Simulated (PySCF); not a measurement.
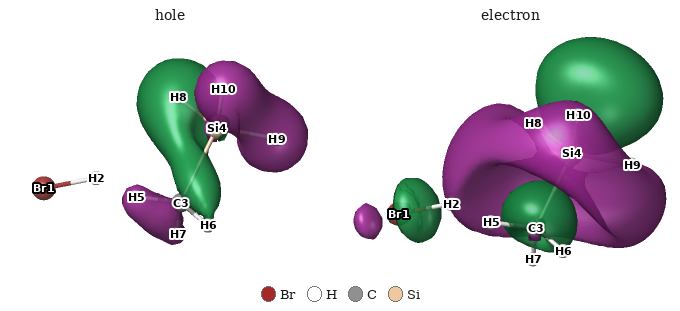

*CH7BrSi, SMILES `Br.C[SiH3]`. Leading natural transition orbital pair of S₄ (CIS singlet states); the surfaces enclose about 70 % of each orbital's density.*

PySCF calculation, HF/def2-SVP, gas phase; geometry: an unrelaxed start of a pair search. Without diffuse functions Rydberg states are missing, so the states' numbers hold for this basis only.

**Give its energy and the atoms that hole and electron lie on.**

10.46 eV (119 nm), f = 0.052; the leading pair carries 87 %; hole on Si4 (36 %), H8 (22 %) and C3 (13 %), electron on Si4 (48 %), C3 (11 %) and H8, H9 and H10 (7 % each); their centroids lie 0.1 Å apart; S₅ lies within 0.1 eV of it. In canonical orbitals it is mainly HOMO−3 → LUMO (62 %). The HOMO–LUMO gap is 15.24 eV.

Cost of the run: 54 s on 1 thread of Arm Neoverse V2, with other jobs on the host, peak memory 0.35 GiB.
